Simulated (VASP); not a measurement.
Band structure of AlP (space group P6_3mc). Level of theory: HSE06 screened hybrid, VASP's PBE PAW potentials (set 64) (plane waves; VASP 6.6.1).

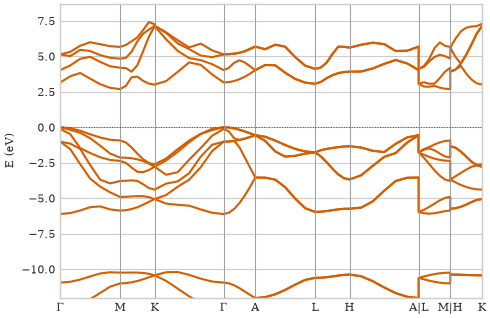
Fig. 1. Bands along high-symmetry lines, zero at the valence-band maximum or, without a gap, the Fermi level

**Question.** Read the plot: is there a gap, and where are the band edges?

**Answer.** The gap is indirect, 2.69 eV, from the valence maximum at Γ to the conduction minimum at M.

The structure comes from a computed database's AlP entry (P6_3mc); how it stands against other phases isn't given here. It was relaxed first. The cell's shape comes from a PBE relaxation.
